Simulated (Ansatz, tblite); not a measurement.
# Si(OEt)H3 (C2H8OSi): which spin state is lowest

Is the singlet the ground state of Si(OEt)H3 (C2H8OSi)? Other spin states are computed and compared level by level.

Computed with Ansatz 0.2.0, Gaussian basis. Level: as each input shows.

Levels to be run: triplet, at the geometry of the singlet (GFN1-xTB, GFN2-xTB, PBE0-D4/def2-TZVP, PBE-D4/def2-TZVP, r2SCAN-D4/def2-TZVP); the singlet's energies come from earlier runs.

### 1 The relaxed structure

The singlet was relaxed beforehand with r2SCAN-D4/def2-SVP.

12 atoms, charge 0, spin multiplicity 1.

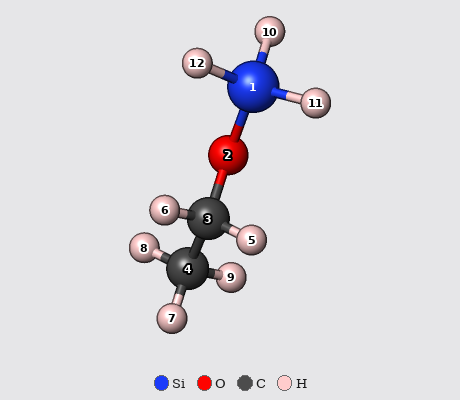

The geometry (silicon blue, oxygen red, carbon dark grey, hydrogen pink); atoms are numbered from 1 in the order of the file.

Coordinates:

```
Si    0.8435   -0.0866   -1.9012
O     0.6752   -0.0367   -0.2450
C    -0.5844    0.0512    0.4029
C    -0.3714    0.0517    1.9003
H    -1.1114    0.9757    0.0897
H    -1.2278   -0.8026    0.1071
H    -1.3336    0.1212    2.4309
H     0.1376   -0.8723    2.2143
H     0.2563    0.9057    2.1968
H     2.3016   -0.1743   -2.1766
H     0.2745    1.1430   -2.5397
H     0.1401   -1.2759   -2.4795
```

### 2 Triplet at the fixed geometry, GFN1-xTB

Tight binding, by tblite at 300 K electronic temperature and without a spin-polarisation term:

```python
tblite.interface.Calculator('GFN1-xTB', numbers, positions, charge=0, uhf=2).singlepoint()
```

Energy -405.5129 eV; 0.022 s.

### 3 Triplet at the fixed geometry, GFN2-xTB

Tight binding, by tblite at 300 K electronic temperature and without a spin-polarisation term:

```python
tblite.interface.Calculator('GFN2-xTB', numbers, positions, charge=0, uhf=2).singlepoint()
```

Energy -379.8004 eV; 0.016 s.

### 4 Triplet at the fixed geometry, PBE0-D4/def2-TZVP

The input, in.yaml:

```yaml
crystal:
  periodic: [false, false, false]
  atoms:
    - {symbol: Si, position_ang: [0.843537, -0.086638, -1.901242]}
    - {symbol: O, position_ang: [0.675202, -0.036750, -0.244992]}
    - {symbol: C, position_ang: [-0.584422, 0.051249, 0.402889]}
    - {symbol: C, position_ang: [-0.371399, 0.051661, 1.900330]}
    - {symbol: H, position_ang: [-1.111435, 0.975692, 0.089687]}
    - {symbol: H, position_ang: [-1.227822, -0.802640, 0.107094]}
    - {symbol: H, position_ang: [-1.333649, 0.121185, 2.430872]}
    - {symbol: H, position_ang: [0.137564, -0.872290, 2.214315]}
    - {symbol: H, position_ang: [0.256314, 0.905705, 2.196778]}
    - {symbol: H, position_ang: [2.301565, -0.174313, -2.176596]}
    - {symbol: H, position_ang: [0.274450, 1.143044, -2.539686]}
    - {symbol: H, position_ang: [0.140086, -1.275894, -2.479469]}
basis:
  gaussian: {orbitals: def2-TZVP}
magnetization: {spin_polarized: true, initial_magnetization: 2}
hamiltonian: {xc: pbe0, dispersion: d4}
scf: {omitted_lower_state_checks: [starts]}
output: {orbitals: {seedname: orbitals}}
```

On the command line:

```sh
$ ansatz run in.yaml --threads 4 --pin off --events-out ev --progress --plain --max-ram 3916MiB
```

Standard output:

```text
Functional definition: PBE0
  name "PBE0"
  cite "Adamo & Barone, J. Chem. Phys. 110, 6158 (1999) doi:10.1063/1.478522"
  cite "Perdew, Burke & Ernzerhof, Phys. Rev. Lett. 77, 3865 (1996) doi:10.1103/PhysRevLett.77.3865"
  parent pbe
  parameter a = 0.25
  parameter kappa = 0.804
  parameter beta = 0.06672455060314922
  exchange = (1 - a)*pbe_x(kappa = kappa, mu = beta*pi^2/3) + a*exact_x
  correlation = pbe_c(beta = beta)
these checks for a lower state are left out or cut short: starts
1131 factors; their error is unknown
mean field evaluation 1: about -12107.6698 eV, gradient 4.4e1 eV
mean field evaluation 2: about -12088.0965 eV, gradient 7.9e1 eV
mean field evaluation 4: about -12116.4923 eV, gradient 1.0e1 eV
mean field evaluation 8: about -12116.8900 eV, gradient 1.4e-1 eV
mean field evaluation 16: about -12116.9170 eV, gradient 4.2e-3 eV
mean field -12116.91695738 eV, -445.2884850425 hartree, gradient 4.6e-5 eV, S^2 2.007348; 0 other end points of the search recorded, 0 dependent functions left out
reference -12116.91699628 eV, -445.2884864718 hartree; 22, 20 occupied and 156, 158 virtual orbitals, 1131 factors
Total energy: -12117.08275870 eV, -445.2945781285 hartree
Checks for a lower state left out: starts
```

Run time: 9.1 s. Hardware: 4 threads of Intel Xeon at 2.50GHz, shared host.

From the report: HOMO -1.87 eV, LUMO -6.57 eV (over both spins; with the spin held, an empty level of the minority spin lies below the top filled one); ⟨S²⟩ 2.007 (pure: 2.00).

### 5 Triplet at the fixed geometry, PBE-D4/def2-TZVP

start.molden holds the orbitals of an earlier run on this state, given as this run's starting guess.

Edit in.yaml of step 4 so:

```diff
@@ -16,5 +16,5 @@
 basis:
-  gaussian: {orbitals: def2-TZVP}
+  gaussian: {orbitals: def2-TZVP, initial_orbitals: start.molden}
 magnetization: {spin_polarized: true, initial_magnetization: 2}
-hamiltonian: {xc: pbe0, dispersion: d4}
+hamiltonian: {xc: pbe, dispersion: d4}
 scf: {omitted_lower_state_checks: [starts]}
```

Launched as before.

Standard output:

```text
Functional definition: PBE
  name "PBE"
  cite "Perdew, Burke & Ernzerhof, Phys. Rev. Lett. 77, 3865 (1996) doi:10.1103/PhysRevLett.77.3865"
  parent pbe
  parameter kappa = 0.804
  parameter beta = 0.06672455060314922
  exchange = pbe_x(kappa = kappa, mu = beta*pi^2/3)
  correlation = pbe_c(beta = beta)
these checks for a lower state are left out or cut short: starts
1115 factors; their error is unknown
mean field evaluation 1: about -12115.9944 eV, gradient 6.9e0 eV
mean field evaluation 2: about -12116.1299 eV, gradient 2.3e-1 eV
mean field evaluation 4: about -12116.1032 eV, gradient 6.1e-3 eV
mean field evaluation 8: about -12116.1032 eV, gradient 1.9e-5 eV
mean field -12116.10320646 eV, -445.2585802478 hartree, gradient 1.9e-5 eV, S^2 2.002853; 0 other end points of the search recorded, 0 dependent functions left out
reference -12116.10325863 eV, -445.2585821650 hartree; 22, 20 occupied and 156, 158 virtual orbitals, 1115 factors
Total energy: -12116.30072014 eV, -445.2658387415 hartree
Checks for a lower state left out: starts
```

Run time: 4.4 s. Hardware: 4 threads of Intel Xeon at 2.50GHz, shared host.

From the report: HOMO -1.28 eV, LUMO -7.36 eV (over both spins; with the spin held, an empty level of the minority spin lies below the top filled one); ⟨S²⟩ 2.003 (pure: 2.00).

### 6 Triplet at the fixed geometry, r2SCAN-D4/def2-TZVP

Edit in.yaml of step 5 so:

```diff
@@ -18,3 +18,3 @@
 magnetization: {spin_polarized: true, initial_magnetization: 2}
-hamiltonian: {xc: pbe, dispersion: d4}
+hamiltonian: {xc: r2scan, dispersion: d4}
 scf: {omitted_lower_state_checks: [starts]}
```

The command is unchanged.

Standard output:

```text
Functional definition: r2SCAN
  name "r2SCAN"
  cite "Furness, Kaplan, Ning, Perdew & Sun, J. Phys. Chem. Lett. 11, 8208 (2020) doi:10.1021/acs.jpclett.0c02405"
  cite "Furness, Kaplan, Ning, Perdew & Sun, J. Phys. Chem. Lett. 11, 9248 (2020) doi:10.1021/acs.jpclett.0c03077"
  parent r2scan
  parameter k0 = 0.174
  parameter k1 = 0.065
  parameter a1 = 4.9479
  exchange = r2scan_x(k0 = k0, k1 = k1, a1 = a1)
  correlation = r2scan_c
these checks for a lower state are left out or cut short: starts
1115 factors; their error is unknown
mean field evaluation 1: about -12122.2348 eV, gradient 4.3e0 eV
mean field evaluation 2: about -12122.2849 eV, gradient 8.8e-2 eV
mean field evaluation 4: about -12122.2580 eV, gradient 1.9e-3 eV
mean field evaluation 8: about -12122.2580 eV, gradient 1.2e-5 eV
mean field -12122.25802281 eV, -445.4847655768 hartree, gradient 1.2e-5 eV, S^2 2.007471; 0 other end points of the search recorded, 0 dependent functions left out
reference -12122.25804045 eV, -445.4847662249 hartree; 22, 20 occupied and 156, 158 virtual orbitals, 1115 factors
Total energy: -12122.30856159 eV, -445.4866228425 hartree
Checks for a lower state left out: starts
```

Wall time 8.5 s (4 threads of Intel Xeon at 2.50GHz, shared host).

Report: HOMO -1.31 eV, LUMO -7.32 eV (over both spins; with the spin held, an empty level of the minority spin lies below the top filled one); ⟨S²⟩ 2.007 (pure: 2.00).

### 7 Triplet less singlet, vertical

The singlet's energies are those of its earlier runs, whose logs aren't repeated here.

```csv
level,"triplet less singlet, vertical (kJ/mol)",time
GFN1-xTB,+728.7,0.04 s
GFN2-xTB,+644.2,0.028 s
PBE-D4/def2-TZVP,+587.4,6.7 s
r2SCAN-D4/def2-TZVP,+614.8,12 s
PBE0-D4/def2-TZVP,+634.0,12 s
```

Times add the two runs; a level without a time comes out of a correlated run. Tight binding without a spin term can't rank spin states.

### 8 What came out

| quantity | value |
| --- | --- |
| triplet less singlet, vertical, functionals in def2-TZVP | +587.4 (PBE-D4) to +634.0 kJ/mol (PBE0-D4) |

What this shows: All functionals put the triplet above the singlet, over a spread of 46.6 kJ/mol. The checks for a lower triplet were left out, so another state of that spin may lie lower. These are electronic energies, without zero-point motion, entropy or surroundings.
